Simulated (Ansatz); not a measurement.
# AsFH6Si2: vertical spin-state energies in Python

Which spin state of AsFH6Si2 lies lowest at this geometry? The task is vertical spin-state energies, for AsFH6Si2.

All numbers are computed with the Python package of Ansatz 0.2.0. Level of theory: MP2/6-31G*.

## 1. Starting point

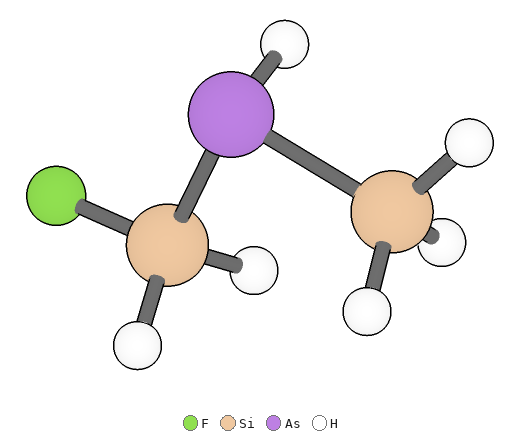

The starting structure, viewed from a chosen angle; fluorine green, silicon light orange, arsenic purple, hydrogen white.

The script holds or builds the structure itself.

## 2. The code

spin.py reads:

```python
import ansatz as az


def main() -> None:
    geometry_ang = [
        ('F', (3.1536, -0.3948, 0.3617)),
        ('Si', (1.6456, 0.0434, -0.2522)),
        ('As', (0.0965, 0.1031, 1.475)),
        ('Si', (-1.6785, 0.2886, -0.0086)),
        ('H', (1.7351, 1.3732, -0.873)),
        ('H', (1.2235, -0.9409, -1.2599)),
        ('H', (-0.015, -1.4558, 1.5214)),
        ('H', (-2.9433, 0.0975, 0.7165)),
        ('H', (-1.6608, 1.6231, -0.6257)),
        ('H', (-1.5566, -0.7375, -1.055)),
    ]
    geometry = az.Crystal.molecule()
    for symbol, xyz in geometry_ang:
        geometry = geometry.atom(symbol, xyz)

    model = geometry.calculation()
    model = model.basis(gaussian='6-31G*').correlation('MP2')
    found = {}
    for unpaired in [0, 2]:
        rep = model.spin('collinear', total=unpaired).run(threads=1, pin='off').report
        s = unpaired / 2
        found[unpaired] = rep['free_energy_ev']
        print(f'2S+1 = {unpaired + 1}: E = {found[unpaired]:.5f} eV, <S^2> = {abs(rep["mean_field"]["state"]["spin_squared"]):.3f} (pure state {s * (s + 1):.2f})')
    lowest = min(found, key=found.get)
    for unpaired, e in found.items():
        print(f'multiplicity {unpaired + 1}: {(e - found[lowest]):.3f} eV above the lowest')


if __name__ == '__main__':
    main()
```

## 3. What the engine is handed

The engine receives this input (first run):

```yaml
crystal:
  periodic: [false, false, false]
  atoms:
    - { symbol: F, position_ang: [3.1536, -0.3948, 0.3617] }
    - { symbol: Si, position_ang: [1.6456, 0.0434, -0.2522] }
    - { symbol: As, position_ang: [0.0965, 0.1031, 1.475] }
    - { symbol: Si, position_ang: [-1.6785, 0.2886, -0.0086] }
    - { symbol: H, position_ang: [1.7351, 1.3732, -0.873] }
    - { symbol: H, position_ang: [1.2235, -0.9409, -1.2599] }
    - { symbol: H, position_ang: [-0.015, -1.4558, 1.5214] }
    - { symbol: H, position_ang: [-2.9433, 0.0975, 0.7165] }
    - { symbol: H, position_ang: [-1.6608, 1.6231, -0.6257] }
    - { symbol: H, position_ang: [-1.5566, -0.7375, -1.055] }
basis:
  gaussian:
    orbitals: "6-31G*"
magnetization:
  spin_polarized: true
  initial_magnetization: 0.0
correlation:
  method: mp2
```

## 4. Launch

Command:

```console
> python spin.py
```

What it wrote:

```text
2S+1 = 1: E = -79330.03930 eV, <S^2> = 0.000 (pure state 0.00)
2S+1 = 3: E = -79324.15012 eV, <S^2> = 2.023 (pure state 2.00)
multiplicity 1: 0.000 eV above the lowest
multiplicity 3: 5.889 eV above the lowest
```

It took 36 s on 1 thread of AMD EPYC 9B14 (Zen 4), shared host; peak memory 0.45 GiB.

## 5. What changed from run to run

The engine's inputs for the other runs:

Run 2, against run 1:

```diff
@@ -19 +19 @@
-  initial_magnetization: 0.0
+  initial_magnetization: 2.0
```

## 6. Run by run

From the records of these 2 runs:

```
run  2S+1  energy from run 1 (eV)  <S²>  iterations in all  CPU time (s)
  1     1                  0.0000  0.00                 12           2.5
  2     3                  5.8892  2.02                140            34
```

## 7. Outcome

| quantity | value |
| --- | --- |
| runs compared | 2 |
| lowest | run 1 (2S+1 = 1) |
| next above it by | 5.889 eV |

What this shows: In order: multiplicity 1 (+0.00 eV) and multiplicity 3 (+5.89 eV), all at the one geometry. What to keep in mind:
- The geometry is a force-field or estimated start, not a minimum of this method, and the basis set is short of its limit. All parts are taken at fixed geometry, without zero-point energy.
- S² is that of the Hartree-Fock reference.
